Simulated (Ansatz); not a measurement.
# Ti (Titanium) (001): surface energy and levels, part 2 of 2

This session takes Ti (Titanium) and sets out to compute energy, relaxation and work function or band edges of the (001) face.

Ansatz 0.2.0; DFT r2SCAN, scalar-relativistic, plane waves, PAW. The steps go on from the part before.

**5. All atoms of the slab relaxed**

File input.yaml:

```yaml
crystal:
  lattice:
    - [2.9351862674, 0.0, 0.0]
    - [-1.4675931337, 2.5419458724, 0.0]
    - [0.0, 0.0, 24.2760974538]
  atoms:
    - { symbol: Ti, position: [0.3333333333, 0.6666666667, 0.308945868] }
    - { symbol: Ti, position: [0.6666666667, 0.3333333333, 0.404472934] }
    - { symbol: Ti, position: [0.3333333333, 0.6666666667, 0.5] }
    - { symbol: Ti, position: [0.6666666667, 0.3333333333, 0.595527066] }
    - { symbol: Ti, position: [0.3333333333, 0.6666666667, 0.691054132] }
basis:
  ecutwfc: 500
kpoints:
  mp_grid: { grid: [12, 12, 1] }
hamiltonian:
  xc: r2scan
scf:
  occupations: { method: gaussian, width: 0.1 }
output:
  forces: true
  eigenvalues: true
  write_density: true
  write_potential: true
  elf: true
  volumetric_format: npy
relax:
  adjacent_minimum: "off"
  f_tol: 0.02
  max_steps: 60
efield:
  axis: 3
  dipole_correction: true
```

Command:

```
$ ansatz run input.yaml --threads 1 --pin off --max-ram 2560MiB --backend cpu --events-out ev --progress --plain --runs-dir out
```

Log:

```text
Warning: RAYON_NUM_THREADS=1 ignored (pool sized by the plan → 1); use --threads N
Engine: ansatz 0.2.0, aarch64-unknown-linux-gnu
Pseudopotentials: kind: paw
Pseudopotential: Ti, paw, valence charge 12, recommended cutoff 500 eV (meta_gga), Ti.paw.azcp
Functional definition: r2SCAN
  parameter k0 = 0.174
  parameter k1 = 0.065
  parameter a1 = 4.9479
  exchange = r2scan_x(k0 = k0, k1 = k1, a1 = a1)
  correlation = r2scan_c
Crystal: 5 atoms, lattice volume = 181.126 Å³
Basis set: ecut = 500 eV, 4673 PW (Γ), exchange–correlation on 96×96×720 points (64 copies of the dense FFT grid, shifted against one another)
Bands: 36, of which v1, the nominal top of the filled ones, is band 30 counted from 1 (29 counted from 0)
Symmetry: 6 space group operations
k-points: 19 of 144 (time reversal used)
Non-local potential: Ti, projectors of the file, l = 0: 3, l = 1: 2, l = 2: 3, l = 3: 1
PAW form: soft (Blöchl's): semilocal exchange-correlation on the pseudo side does not see the compensation charge
PAW frozen core: Ti, regenerated for the run's functional (the file was generated under x = pbe(κ = 0.804, μ = 0.2195149727645171), c = pbe(β = 0.06672455060314922))
PAW one-centre angular grid: Ti, 590 points (default); XC on 160 Gauss nodes
Initial density: superposition of atomic densities (neutral atoms: chi_scale 0, normalization atom), corrected by the library's trained network
Initial wavefunctions: pseudopotential atomic-orbital guess
Functional: x = r2scan, c = r2scan; τ floored in thin density (d = 2e-4 eV/Å³)
SCF iter   1: F=—  HF=-12519.641588 eV  |F-HF|=—  |Δ(HF+E_count)|=         —  Δρ=1.41e-2  dr2=1.35e0  dr2_τ=4.55e-2  ethr=1.77e-3  p=0.000 e·Å  D=1.10e-13 V/Å  ΔV_dip=-0.00 eV  dr2_dipole=1.05e-7  V_vac-E_F(+/−)=4.02/4.01 eV  ⟨swp⟩=8.7  Hψ=3272  notcnv=0
efield: sawtooth ramp at fractional position 0.9500 (placed from the atoms, in the widest stretch of the axis that holds none; the zero of the levels goes with the place), width 0.1000; the density the first Hamiltonian is built on has a dipole p = 0.000 e·Å; the dipole correction subtracts the counter field D = 1.10e-13 V/Å, which shifts the + side's vacuum level by -0.00 eV against the − side's; the planar-averaged density in the ramp window peaks in size at 1.8e-4 e/Å³
preconditioner: auto → LDOS  [metal: Δε(μ)=0.010 eV  Ē_g=2.364 eV  σ=0.100 eV  W_gap=0.06  n_scr=16 (ndim 8)  ℏωp=12.3 eV  f_vac=0.454  D(μ)=9.70/eV (n_scr^D=114)  β→1.0]
SCF iter   2: F=—  HF=-12519.703008 eV  |F-HF|=—  |Δ(HF+E_count)|=   6.14e-2  Δρ=8.96e-3  dr2=1.32e-1  dr2_τ=1.67e-2  ethr=1.77e-3  p=-0.000 e·Å  D=-1.34e-5 V/Å  ΔV_dip=0.00 eV  dr2_dipole=4.40e-7  V_vac-E_F(+/−)=4.45/4.45 eV  ⟨swp⟩=3.8  Hψ=1560  notcnv=0  defer=9
SCF iter   3: F=—  HF=-12519.703943 eV  |F-HF|=—  |Δ(HF+E_count)|=   9.34e-4  Δρ=2.54e-3  dr2=2.44e-2  dr2_τ=6.12e-4  ethr=2.20e-4  p=0.000 e·Å  D=1.90e-6 V/Å  ΔV_dip=-0.00 eV  dr2_dipole=1.61e-10  V_vac-E_F(+/−)=4.41/4.41 eV  ⟨swp⟩=3.4  Hψ=1533  notcnv=0  defer=9
SCF iter   4: F=—  HF=-12519.701435 eV  |F-HF|=—  |Δ(HF+E_count)|=   2.51e-3  Δρ=7.54e-4  dr2=2.77e-3  dr2_τ=1.44e-5  ethr=4.07e-5  p=0.000 e·Å  D=4.04e-6 V/Å  ΔV_dip=-0.00 eV  dr2_dipole=7.38e-10  V_vac-E_F(+/−)=4.51/4.51 eV  ⟨swp⟩=2.1  Hψ=849  notcnv=0  defer=9
SCF iter   5: F=—  HF=-12519.702346 eV  |F-HF|=—  |Δ(HF+E_count)|=   9.12e-4  Δρ=4.47e-4  dr2=8.40e-4  dr2_τ=3.25e-5  ethr=4.62e-6  p=0.000 e·Å  D=2.76e-7 V/Å  ΔV_dip=-0.00 eV  dr2_dipole=2.78e-9  V_vac-E_F(+/−)=4.58/4.58 eV  ⟨swp⟩=2.1  Hψ=850  notcnv=0  defer=9
SCF iter   6: F=—  HF=-12519.702406 eV  |F-HF|=—  |Δ(HF+E_count)|=   6.01e-5  Δρ=1.29e-4  dr2=5.78e-5  dr2_τ=2.60e-6  ethr=1.40e-6  p=0.000 e·Å  D=4.60e-7 V/Å  ΔV_dip=-0.00 eV  dr2_dipole=2.13e-11  V_vac-E_F(+/−)=4.60/4.60 eV  ⟨swp⟩=2.0  Hψ=841  notcnv=0  defer=9
SCF iter   7: F=—  HF=-12519.702479 eV  |F-HF|=—  |Δ(HF+E_count)|=   7.23e-5  Δρ=8.26e-5  dr2=3.91e-5  dr2_τ=7.10e-7  ethr=1.67e-8  p=0.000 e·Å  D=4.05e-7 V/Å  ΔV_dip=-0.00 eV  dr2_dipole=1.59e-11  V_vac-E_F(+/−)=4.63/4.63 eV  ⟨swp⟩=20.2  Hψ=7748  notcnv=0
SCF iter   8: F=-12519.702480 eV  HF=-12519.702484 eV  |F-HF|=3.99e-6  |Δ(HF+E_count)|=   5.47e-6  Δρ=2.90e-5  dr2=6.45e-6  dr2_τ=3.72e-8  ethr=1.67e-8  p=0.000 e·Å  D=1.50e-7 V/Å  ΔV_dip=-0.00 eV  dr2_dipole=8.10e-14  V_vac-E_F(+/−)=4.63/4.63 eV  ⟨swp⟩=11.9  Hψ=5494  notcnv=0
SCF 1 converged in 8 iterations: F = -12519.702480 eV  dr2 = 6.45e-6
relax step   1: F+E_penalty+E_count = -12519.70248026 eV  Δ(F+E_penalty+E_count) = +0.000e0 eV  max|allowed force component| = 6.574e-1 eV/Å  Δτ_max = 0.0000 Å  (8 SCF iters, dr2 threshold 1.00e-5 eV, accepted)
[... 13 lines left out ...]
relax step   2: F+E_penalty+E_count = -12519.76625447 eV  Δ(F+E_penalty+E_count) = -6.377e-2 eV  max|allowed force component| = 5.729e-1 eV/Å  Δτ_max = 0.1908 Å  (8 SCF iters, dr2 threshold 2.70e-5 eV, accepted)
[... 12 lines left out ...]
relax step   3: F+E_penalty+E_count = -12519.81420716 eV  Δ(F+E_penalty+E_count) = -4.795e-2 eV  max|allowed force component| = 8.210e-3 eV/Å  Δτ_max = 0.0732 Å  (7 SCF iters, dr2 threshold 2.05e-5 eV, accepted)
[... 9 lines left out ...]
relax step   4: F+E_penalty+E_count = -12519.81421348 eV  Δ(F+E_penalty+E_count) = -6.317e-6 eV  max|allowed force component| = 8.557e-3 eV/Å  Δτ_max = 0.0000 Å  (5 SCF iters, accepted)
iter 1 solved again at ethr=3.41e-11 eV; its pass at ethr=3.10e-3 eV (dr2=2.05e-8 eV) is discarded
SCF iter   1: F=—  HF=-12519.814213 eV  |F-HF|=—  |Δ(HF+E_count)|=         —  Δρ=1.57e-6  dr2=2.09e-8  dr2_τ=2.15e-10  ethr=3.41e-11  p=0.000 e·Å  D=3.94e-8 V/Å  ΔV_dip=-0.00 eV  dr2_dipole=1.07e-14  V_vac-E_F(+/−)=4.61/4.61 eV  ⟨swp⟩=1.0  Hψ=2923  notcnv=0
efield: sawtooth ramp at fractional position 0.9500 (kept from the solve that this one continues, or follows in the run), width 0.1000; the density the first Hamiltonian is built on has a dipole p = 0.000 e·Å; the dipole correction subtracts the counter field D = 3.94e-8 V/Å, which shifts the + side's vacuum level by -0.00 eV against the − side's; the planar-averaged density in the ramp window peaks in size at 8.3e-6 e/Å³
SCF iter   2: F=-12519.814213 eV  HF=-12519.814213 eV  |F-HF|=1.40e-9  |Δ(HF+E_count)|=   6.76e-9  Δρ=6.67e-7  dr2=2.23e-9  dr2_τ=6.60e-11  ethr=3.41e-11  p=0.000 e·Å  D=2.62e-8 V/Å  ΔV_dip=-0.00 eV  dr2_dipole=2.43e-14  V_vac-E_F(+/−)=4.61/4.61 eV  ⟨swp⟩=9.5  Hψ=3995  notcnv=0
SCF 5 converged in 2 iterations: F = -12519.814213 eV  dr2 = 2.23e-9
WARN: The output density's exchange-correlation potential varies sharply where the density is thin. Do not read a vacuum level from v_tot or v_xc, or from such a field of the output density. On a cell that repeats whose density bears no net charge and no dipole along the vacuum's axis use v_es (v_loc + v_h of the components); under efield.dipole_correction with no amplitude use v_es + v_field, which holds any external_charges[].barrier, or the levels of the report's work_function block, which leave it out; under a non-zero efield.amplitude the vacuum is tilted and has no level; on a cell that repeats and bears such a dipole with no correction it is tilted too, and efield.dipole_correction with no amplitude gives each side of its ramp a level where efield: is served; in a cell that repeats whose density bears a net charge (total_charge, or a fill off its count) it is curved and has none; of a slab under crystal.periodic whose density bears no net charge use v_es, which has a level on each side, short of where the two are joined; of another it falls or rises all the way out and has none; of a slab beside external_charges read slab_vacuum_level instead, which it has where they leave it neutral. The grid or the basis barely resolves most such structure, and the values can differ between equally converged runs; as a rule a tighter scf.convergence.dr2_threshold does not remove it. Where the density itself ripples (under the LDA too) a higher basis.ecutwfc lessens it. The files hold the spikes' plane waves up to the density's cutoff. Files: v_tot_of_output_density and the like, and their columns of v_z.tsv (output.write_potential); v_xc_of_output_density and the like, and their columns of v_comp_z.tsv (output.write_potential_components). Measured: with its Gaussian average of σ = 0.25 Å subtracted twice, the exchange-correlation potential is over 0.1 eV at 1925 of the grid points where the equally averaged density (valence and model cores) is under 1e-3 e/Å³, and 1.92 eV at the most among them, at an averaged density of 1.1e-7 e/Å³. The input density's (outcome.potential() and, of a run that writes arrays, v_tot and v_xc) is over 0.1 eV, so measured, at 837 points of its own thin density, 0.612 eV at the most. See output.write_potential in the manual, Limitations
SCF converged after 2 iterations
Free energy (F): -12519.814213 eV
Harris-Foulkes:  -12519.814213 eV  (|F-HF|=1.40e-9)
Internal energy: -12519.775776 eV  (E = F + TS)
E sigma→0 (E₀):  -12519.794995 eV
Entropy (-TS):   -0.038437 eV (-7.687 meV/atom)
Fermi energy:    4.158502 eV
Dipole field:    D = 0.000000 V/Å  (p = 0.000000 e·Å, saw-weighted, corrected)
Work function:   Φ+ = 4.6081 eV   Φ− = 4.6082 eV
Levels:          The Fermi level and band energies are counted from a zero that moves with the ramp; work functions are not
--- Per-component energies (eV) ---
  E_band       = -1405.353536
  E_kinetic    = 1361.563220
  E_local      = -54821.327668  (includes V_loc(G=0)·N_el)
  E_nonlocal   = 38.828707
  E_hartree    = 26766.506133
  E_xc         = -462.156336
  E_vxc        = -661.195263  (∫ρ·V_xc dr)
  E_paw        = -5284.564146  (= ΣΔE_a)
  E_vpaw       = -902.195304  (= ΣTr[D̂ρ^β])
  E_aug_tail   = 0.000455  (compensation charges beyond the density's cutoff)
  E_vtau       = 45.965372  (kinetic-family band-sum trace: ∫τ·v_τ [+ j·A + Jᵃ·Aᵃ] dr)
  E_efield     = 0.000000  (sawtooth field / dipole correction)
  E_vefield    = 0.000000  (∫n·V_field dr)
  E_ewald      = 19882.641145
  E_core_change = -1.267286  (= ΣΔE_core)
  E_smearing   = -0.038437  (= −TS)
  E_closure    = 0.000000  (closes the sum)
  Σ components = -12519.814213   (vs F -12519.814213, Δ=0.00e0)
--- Forces (eV/Å), atoms counted from 1 ---
  atom   1  Ti     0.00000000    -0.00000000    -0.00853814
  atom   2  Ti     0.00000000     0.00000000    -0.00020350
  atom   3  Ti     0.00000000    -0.00000000     0.00000048
  atom   4  Ti     0.00000000     0.00000000     0.00020414
  atom   5  Ti     0.00000000    -0.00000000     0.00853683
  max |Σ_I F_I| component: 1.89e-7 eV/Å
--- Band table (eV; the first three rows and the last of 19) ---
  k-point 0: bands = ["-55.1158", "-55.1145", "-55.0031", "-54.8899", "-54.8740", "-30.6116", "-30.5565", "-30.3083", "-30.0081", "-30.0081", "-30.0076", "-30.0076", "-29.9840", "-29.8955", "-29.8955", "-29.8694", "-29.8136", "-29.8136", "-29.8024", "-29.8024", "-2.1890", "-1.4618", "-0.3850", "0.6058", "1.1816", "3.8645", "4.0613", "4.5384", "4.5538", "4.8834", "4.8834", "4.9033", "4.9033", "4.9757", "4.9757", "5.0951"]
[... 3 lines left out ...]
--- Relaxed structure (4 steps of the walk, 4 accepted, 0 SCFs on fresh bases) ---
  F+E_penalty+E_count = -12519.81421348 eV   max|allowed force component| = 8.557e-3 eV/Å
  atoms:
    - { symbol: Ti, position: [0.33333333333333326, 0.6666666666666665, 0.31378820510651445] }
    - { symbol: Ti, position: [0.6666666666666666, 0.33333333333333326, 0.40244317768487314] }
    - { symbol: Ti, position: [0.33333333333333326, 0.6666666666666665, 0.499999995371877] }
    - { symbol: Ti, position: [0.6666666666666666, 0.33333333333333326, 0.5975568197708759] }
    - { symbol: Ti, position: [0.33333333333333326, 0.6666666666666665, 0.6862118020658592] }
```

It took 2.5 min on 1 thread of Arm Neoverse V1, shared host; peak memory 0.85 GiB.

The steps of the relaxation:

| step | E - E(step 1) (eV/cell) | largest force component (eV/Å) |
| --- | --- | --- |
| 1 | 0.0000 | 0.6574 |
| 2 | -0.0638 | 0.5729 |
| 3 | -0.1117 | 0.0082 |
| 4 | -0.1117 | 0.0086 |

Step 1 is the start.

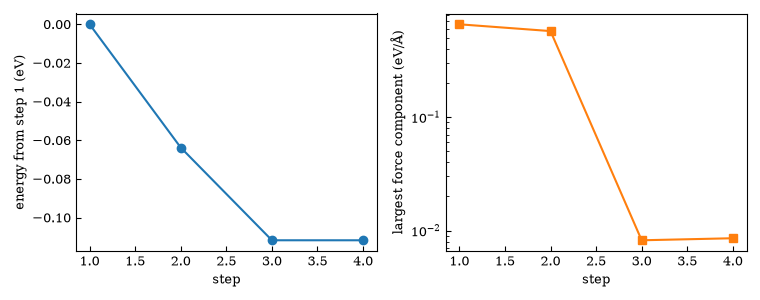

Energy and largest force along the relaxation.

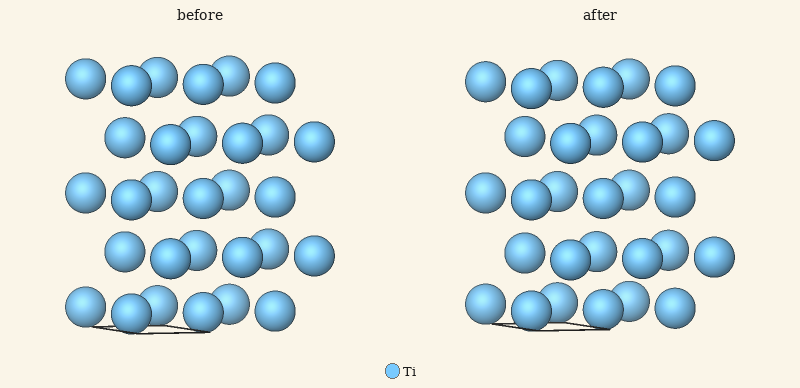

Before and after, at one scale.

From the log: work function 4.61 eV.

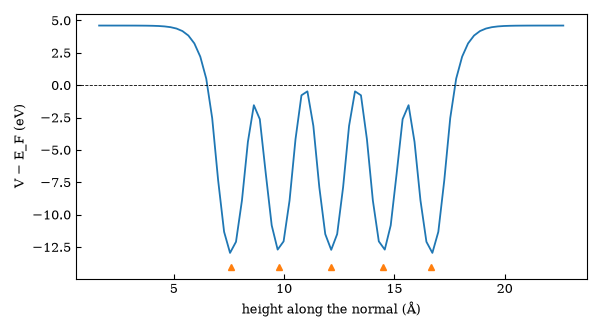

Plane-averaged electrostatic potential energy of an electron across the slab, counted from the Fermi level; triangles mark the atomic planes. The flat parts are the vacuum levels.

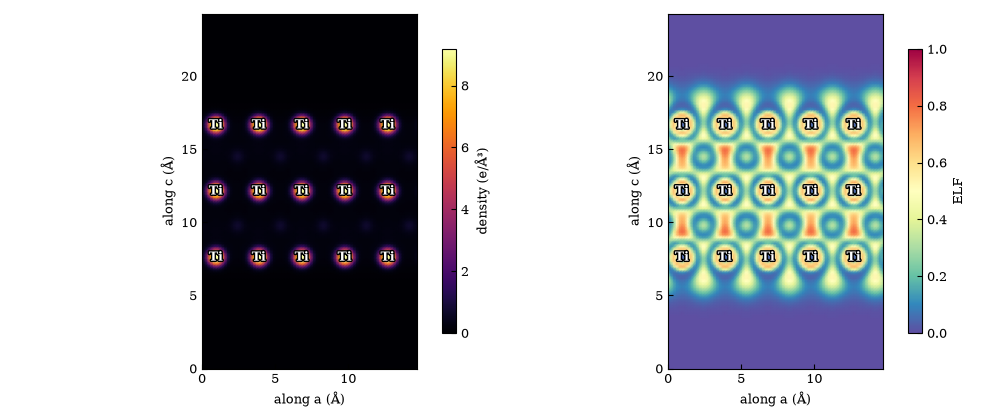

Density (left) and ELF (right) in a lattice plane of the grid's cell (edges 2.94 and 24.28 Å, at 0.667 of the third edge), which holds Ti. Only atoms in the plane are labelled; the density scale stops at 9.18 e/Å³. Both are smooth fields of the valence electrons: close to the nuclei they are not physical.

The highest ELF values outside the cores: 0.81 between the atoms, 1.7 Å from Ti; 0.75 outside the outer layer, 2.1 Å from Ti.

**6. Surface energy and levels of (001)**

The surface energy is (E_slab − N·E_bulk) / 2A, with N = 5 atoms and A = 7.46 Å².

|  | as cut | relaxed |
| --- | --- | --- |
| surface energy, mean of both faces | 2.33 J/m² | 2.20 J/m² |
| work function | 4.64 eV | 4.61 eV |
| dipole along +c (e·Å/cell) | 0.000 | 0.000 |

How the layers moved (bottom to top):

```csv
plane,atoms,"spacing to the next, as cut (Å)",relaxed (Å),change (%),rumpling (Å)
1,Ti,2.319,2.152,-7.2,0.000
2,Ti,2.319,2.368,+2.1,0.000
3,Ti,2.319,2.368,+2.1,0.000
4,Ti,2.319,2.152,-7.2,0.000
5,Ti,,,,0.000
```

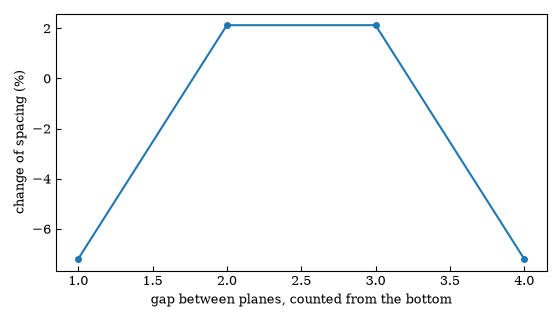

Change of each interlayer spacing on relaxation.

**7. What came out**

This closing draws on all 2 parts.

```
                                 quantity      value
surface energy, (001), cut with Ti on top  2.20 J/m²
 work function, (001), cut with Ti on top    4.61 eV
```

**Reading.** On (001) the top spacing contracts by 7.2 %, and relaxation gains 0.127 J/m² a face.
